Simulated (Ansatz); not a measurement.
# SnH (built on the sites of a database entry of ZrH): following an unstable mode, part 3 of 3

Wanted: the energy along a soft mode of SnH (built on the sites of a database entry of ZrH) and the structure at the end.

Ansatz 0.2.0; DFT LDA, scalar-relativistic, plane waves, norm-conserving pseudopotentials.

So far. Step 5 (Energy along the mode, all amplitudes (two of the runs …): The lowest of the steps tried is at 0.32 Å, 38.3 meV/atom below the parent; the bottom of the well need not coincide with a step. Step 7 (The new phase in its own primitive cell): The largest force component left is 0.30 meV/Å and the pressure is 0.000 GPa, within the tolerances set. The cell now holds 16.24 Å³/atom. The relaxed cell has a = 4.529, c = 6.336 Å (conventional setting).

The structure was built from a prototype and need not be the compound's stable phase.

**8. Modes of the new phase, k-mesh 8×8×6**

A relaxed structure may still be a saddle point, so its zone-centre modes are computed. No field response is asked, since the mesh shows no gap.

The input, input.yaml:

```yaml
crystal:
  lattice:
    - [4.528851212, 0.0, 0.0]
    - [0.0, 4.528851212, 0.0]
    - [0.0, 0.0, 6.3359603759]
  atoms:
    - { symbol: Sn, position: [0.2552484634, 0.7447515366, 0.0] }
    - { symbol: Sn, position: [0.7447515366, 0.2552484634, 0.0] }
    - { symbol: Sn, position: [0.7552484634, 0.7552484634, 0.5] }
    - { symbol: Sn, position: [0.2447515366, 0.2447515366, 0.5] }
    - { symbol: H, position: [0.5, 0.5, 0.6871181215] }
    - { symbol: H, position: [0.0, 0.0, 0.8128818785] }
    - { symbol: H, position: [0.5, 0.5, 0.3128818785] }
    - { symbol: H, position: [0.0, 0.0, 0.1871181215] }
kpoints:
  mp_grid: { grid: [8, 8, 6] }
hamiltonian:
  xc: lda
  pseudopotentials: { kind: nc }
scf:
  occupations: { method: methfessel_paxton, width: 0.2 }
output:
  eigenvalues: true
phonons:
  method: dfpt
```

On the command line:

```
ansatz run input.yaml --threads 8 --pin off --max-ram 14336MiB --backend cpu --events-out ev --progress --plain --runs-dir out
```

What it wrote:

```text
[...]
Crystal: 8 atoms, lattice volume = 129.954 Å³
Basis set: ecut = 1006.821291 eV, 9421 PW (Γ), exchange–correlation on 96×96×144 points (8 copies of the dense FFT grid, shifted against one another)
Bands: 38, of which v1, the nominal top of the filled ones, is band 30 counted from 1 (29 counted from 0)
Symmetry: 16 space group operations
k-points: 196 of 384 (irreducible under 1 space group operation, time reversal used)
[...]
SCF iter   1: F=—  HF=-8613.536253 eV  |F-HF|=—  |Δ(HF+E_count)|=         —  Δρ=3.99e-2  dr2=2.16e0  ethr=3.10e-3  ⟨swp⟩=6.2  Hψ=28569  notcnv=0
[...]
SCF iter  11: F=-8612.746021 eV  HF=-8612.746021 eV  |F-HF|=1.82e-12  |Δ(HF+E_count)|=  1.82e-12  S|Δr|=    0.00e0  Δρ=3.28e-8  dr2=1.28e-12  ethr=1.00e-12  ⟨swp⟩=6.0  Hψ=33519  notcnv=0
SCF 1 converged in 11 iterations: F = -8612.746021 eV  dr2 = 1.28e-12
DFPT response loops at Γ: preconditioner auto → Kerker (q_TF=auto, 2.399 Å⁻¹) (partly filled bands, converged f_vac=0.000); β = 1.00, the filter's whole step (`scf.mixing.beta` (0.50) is not read by the response loops under this deck's `scf.mixing.preconditioner`; to damp them name `kerker` or `kerker_dos`, under which they read `scf.mixing.beta`, and type it under 1.00, their step now; both keys bind the ground state too); Broyden in place of MSR1
SCF converged after 11 iterations
[...]
Free energy (F): -8612.746021 eV
[...]
Internal energy: -8612.744290 eV  (E = F + TS)
E sigma→0 (E₀):  -8612.745588 eV
Entropy (-TS):   -0.001732 eV (-0.216 meV/atom)
Fermi energy:    9.343758 eV
[...]
--- Band table (eV; the first three rows and the last of 196) ---
  k-point 0: bands = [... 26 lower, 6.5042, 6.8682, 6.9314, 8.9867, 10.6654, 10.6654, 12.2030, 12.5866, ... 4 higher]
  k-point 1: bands = [... 26 lower, 5.6922, 6.9671, 7.5687, 8.7623, 10.3941, 10.3941, 11.3185, 13.0534, ... 4 higher]
  k-point 2: bands = [... 26 lower, 4.8740, 7.2557, 7.3844, 8.2538, 10.0135, 10.0135, 11.0725, 12.9475, ... 4 higher]
  k-point 195: bands = [... 26 lower, 5.0175, 5.0175, 7.7947, 7.7947, 10.6769, 10.6769, 11.2040, 11.2040, ... 4 higher]
--- Phonons (Γ-DFPT): 4 representative perturbations + reference, on 196 of 384 k-points (Σ response iterations 15) ---
  k mesh reduced under 1 symmetry operation, with k and −k counted as one. Each operation leaves every solved perturbation unchanged. A smaller set is not used because it would not reduce the number of displacements times k-points to solve
  ASR residual: 3.955e-5 → 0.000e0 eV/Å²; symmetrization residual: 5.012e-6 eV/Å²
  ASR residual per site (eV/Å²): 3.96e-5 3.96e-5 3.96e-5 3.96e-5 5.90e-6 5.90e-6 5.90e-6 5.90e-6
  Γ frequencies (cm⁻¹): -42.81 0.00 0.00 0.00 12.13 12.13 35.24 35.24 58.98 84.10 129.97 152.98 215.70 215.70 241.58 241.58 652.72 700.06 700.06 772.92 772.92 825.00 964.69 1040.37
  non-analytic LO–TO correction: not included (Born effective charges unavailable; polar crystals: no LO–TO splitting at Γ)
```

Wall time 2.7 min (8 threads of AMD EPYC 7R43, shared host); peak memory 7.6 GiB.

Numbers from this step:

* sum-rule residual before enforcement: 3.96e-5 eV/Å²
* highest optical mode at the zone centre (no LO-TO term): 1040 cm⁻¹
* lowest optical zone-centre mode: -42.81 cm⁻¹

Patterns of degenerate modes are one choice out of their space. Modes at Γ, with each element's share of the kinetic energy (negative means imaginary):

| mode | frequency (cm⁻¹) | symmetry | Sn % | H % |
| --- | --- | --- | --- | --- |
| 1 | -42.8 | A2g | 100 | 0 |
| 2 | 0.0 | acoustic | 99 | 1 |
| 3 | 0.0 | acoustic | 99 | 1 |
| 4 | 0.0 | acoustic | 99 | 1 |
| 5 | 12.1 | Eu | 99 | 1 |
| 6 | 12.1 | Eu | 99 | 1 |
| 7 | 35.2 | Eg | 98 | 2 |
| 8 | 35.2 | Eg | 98 | 2 |
| 9 | 59.0 | B1g | 100 | 0 |
| 10 | 84.1 | B1u | 99 | 1 |
| 11 | 130.0 | A1g | 100 | 0 |
| 12 | 153.0 | B2g | 100 | 0 |
| 13 | 215.7 | Eg | 1 | 99 |
| 14 | 215.7 | Eg | 1 | 99 |
| 15 | 241.6 | Eu | 1 | 99 |
| 16 | 241.6 | Eu | 1 | 99 |
| 17 | 652.7 | A2u | 1 | 99 |
| 18 | 700.1 | Eu | 1 | 99 |
| 19 | 700.1 | Eu | 1 | 99 |
| 20 | 772.9 | Eg | 0 | 100 |
| 21 | 772.9 | Eg | 0 | 100 |
| 22 | 825.0 | B1u | 1 | 99 |
| 23 | 964.7 | A1g | 0 | 100 |
| 24 | 1040.4 | B2g | 0 | 100 |

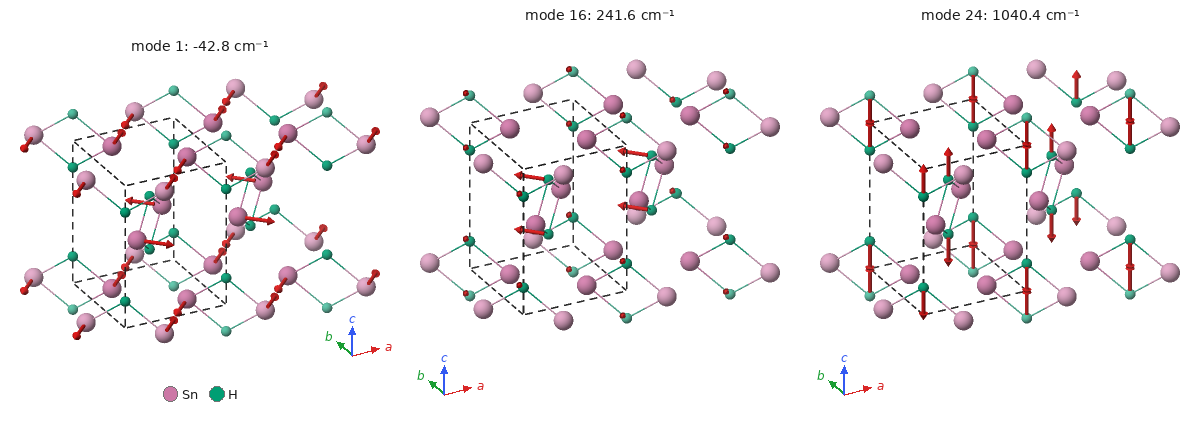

Displacement patterns of modes 1, 16 and 24 at Γ; arrows are exaggerated. 2×1×1 cells are drawn. Some periodic images of atoms are drawn too.

Before it was imposed, the acoustic sum rule was missed by 4.0e-5 eV/Å². Small misses are needed for a sound result but don't prove that mesh and cutoff are converged. The lowest optical mode is imaginary, 42.8i cm⁻¹, so the energy falls along it.

**9. Summary of results**

| Quantity | Value |
| --- | --- |
| unstable mode of the parent | q = (-0.5, -0.5, 0), 1087i cm⁻¹ |
| depth at the lowest point sampled | 38.3 meV/atom |
| largest atomic shift at that point | 0.32 Å |
| space group reached (within 0.01 Å) | P4_2/mnm |
| energy gained over the parent (first relaxation, on the mesh of the frozen mode) | 45.0 meV/atom |
| volume per atom, phase reached | 16.2 Å³ |
| lowest optical zone-centre mode, phase reached | -42.8 cm⁻¹ |
| highest optical mode at the zone centre (no LO-TO term), phase reached | 1040 cm⁻¹ |

Along this mode the structure falls into P4_2/mnm, 45.0 meV/atom below the parent. At the parent's cell the well is 38.34 meV/atom deep on the steps tried, with its lowest point at a shift of 0.32 Å. Relaxing atoms and cell changes the gain by +6.66 meV/atom against the lowest step (energies at zero smearing). The new phase still has an imaginary mode at the zone centre of its cell, so it is a saddle point on the way to a lower structure. Of the 2 patterns followed to their end from this parent, this one reaches the lowest energy. Each path keeps the symmetry of its pattern, so a lower phase may lie along a pattern not tried. The q mesh stands for a supercell only 6.4 Å across, so branches between the solved wavevectors are rough. With no gap, or one that is small against the smearing, the frequencies hang on the k mesh and the smearing, most of all near Kohn anomalies. Spin-orbit coupling is left out, which can matter for the heavy elements here. The starting cell was built on a prototype and not taken from a measurement, so the phase need not exist.

[Logs are printed without paths, hosts, clocks, repeated set-up lines and the standing remarks that a program may print on its own settings, such as how far it seeks lower states.]

[Hosts, paths, dates, database ids (printed as entryN), source tags and the programs' standing remarks are cut or masked in the printed files.]
